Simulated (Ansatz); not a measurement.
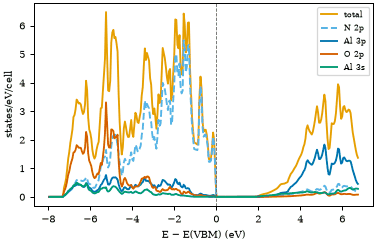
Fig. 1. Total and projected density of states of MgAl3N3O in space group Pm (No. 6; Pearson symbol mP8), DFT-PBE in the program Ansatz with PAW potentials

Question: Which orbitals carry the states next to the gap?

Answer: Top 1 eV of the valence band: N 2p 92 %. Bottom 1 eV of the conduction band: Al 3s 32 %, Al 3p 18 %, N 2s 17 %, O 2s 12 %, N 2p 10 %, Mg 3s 6 %. Projections are on Löwdin-orthogonalised atomic valence shells; empty p or d shells of many metals are not among them.

Question: Where is the tallest occupied peak in this window, and what makes it?

Answer: Near -5.2 eV, about 6.5 states/eV per cell; the largest projected share is O 2p.

The start of the workflow was typed in or built on a structure type; neither database checked (COD, Materials Project) lists it. Its standing as an ambient phase is unchecked. The PBE relaxation kept the symmetry of its start; whether a distortion lowers the energy is not shown.

Potentials: the earlier of the program's two PAW sets.
